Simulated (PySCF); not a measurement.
# C$_{4}$H$_{3}$F$_{3}$NO (doublet): what the fields show

```xyz
12

C     0.2139    1.4406   -0.8264
C    -0.3336    0.3888   -0.3059
C    -1.7889    0.0288   -0.3816
N    -2.3100   -0.9820    0.1208
O     0.3532   -0.6079    0.4295
C     1.6535   -0.4434    0.5991
F     1.9791    0.6723    1.2660
F     2.3526   -0.4091   -0.5434
F     2.1194   -1.4683    1.3081
H    -0.1271    2.2719   -1.3932
H    -2.4046    0.7315   -0.9267
H    -1.7063   -1.6239    0.6275
```

Geometry: GFN2-xTB.

Theory: UKS B3LYP, pcH-1 on C F H N O, non-relativistic, mean-field spin-orbit, GIAO (PySCF 2.14.0, density-fitted response routines).

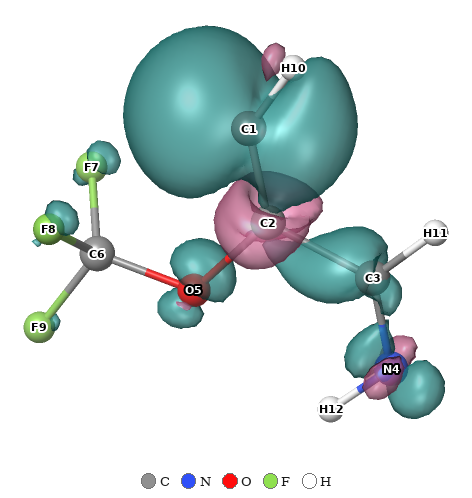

Figure 1. Isosurfaces of the spin density (α minus β) at +0.02 (teal) and −0.02 e/Å³ (pink), seen at a tilt.

**Which atoms carry the spin?**

The unpaired spin (1 electron) lies mostly on C1 (about 0.8), in electrons by Hirshfeld's partition.

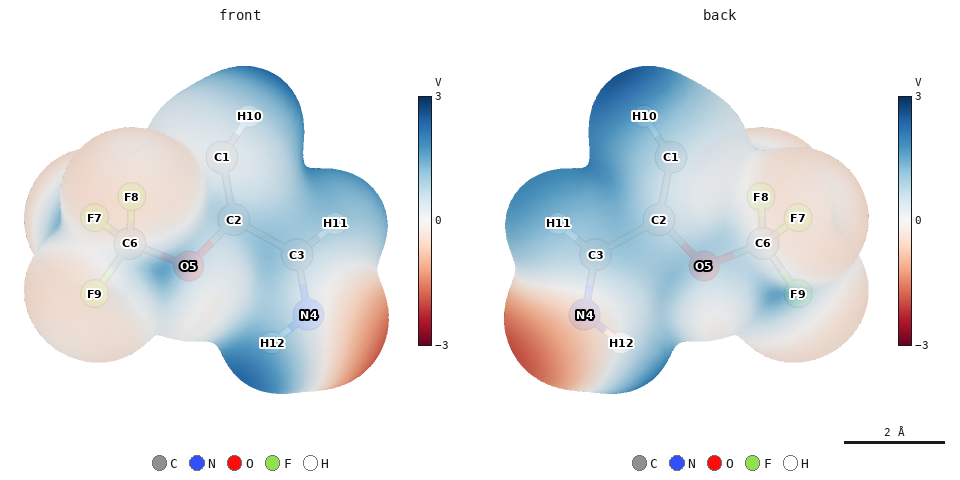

Figure 2. The electrostatic potential painted on the density surface at 0.004 e/bohr³, seen from the front and from behind; red is negative and blue positive.

**Where is the surface potential most negative and most positive?**

The most negative region (about −1.9 V, or −44 kcal/mol for a unit charge) lies over N4, the most positive (about +2.5 V, or +58 kcal/mol for a unit charge) over H10. N4 is the likeliest acceptor of a hydrogen bond.

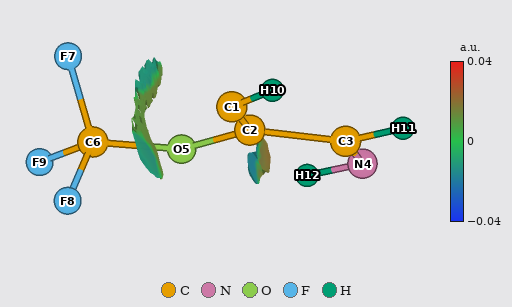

Figure 3. Non-covalent interaction (NCI) plot: the surface where the reduced density gradient is 0.4, for densities under 0.05 a.u., coloured by sign(λ₂)ρ; seen from one side.

**Identify the weak interactions.**

- H12···O5 (2.3 Å): a hydrogen bond (blue, attractive)
- Between C1 and C2 on one side and F7 and C6 on the other: a weak contact, attractive (blue-green) on one side and crowded (olive to red) on the other
- Between C1 and C2 on one side and F8 and C6 on the other: a weak contact, attractive (blue-green) on one side and crowded (olive to red) on the other
